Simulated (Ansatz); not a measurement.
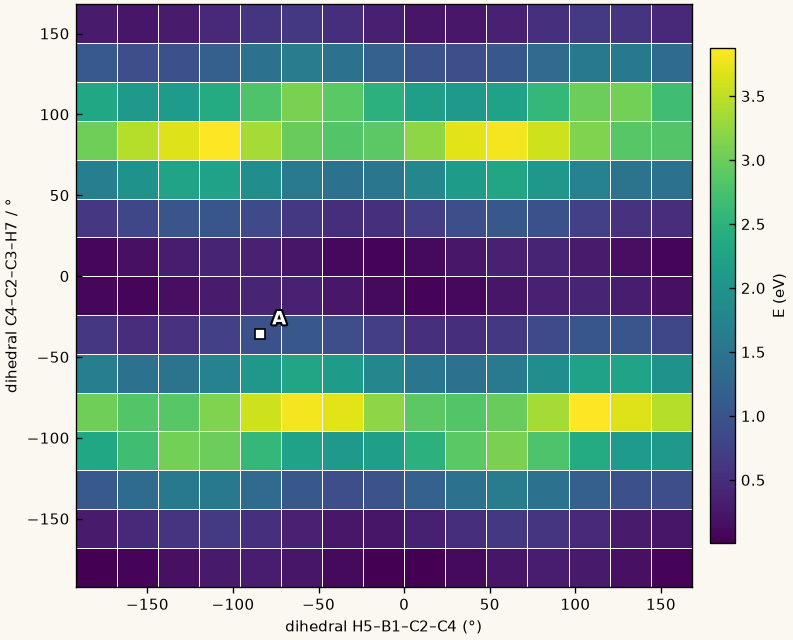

C3H7B, SMILES BC(=C)C. First axis: dihedral H5–B1–C2–C4. Second axis: dihedral C4–C2–C3–H7. Nothing is relaxed (all other coordinates rigid). The scan uses a 15 × 15 grid. Points are written as (first, second). Energies are in eV, from the relaxed molecule at the same level. Energies and slopes of some neighbouring points disagree (a jump in structure or state, or too coarse a mesh). The dihedral twists a double bond; near 90° a spin-restricted reference is unreliable. Method: Ansatz 0.2.0, RKS PBE0-D4/def2-TZVP.

In the figure: one coloured cell a grid point, the point A.

> Which way does the force act at A, and how strong is it?

A, at (−84°, −36°), is not a stationary point. The computed force is 0.0078 eV for each degree towards smaller values of dihedral H5–B1–C2–C4 and 0.035 eV for each degree towards larger values of dihedral C4–C2–C3–H7.
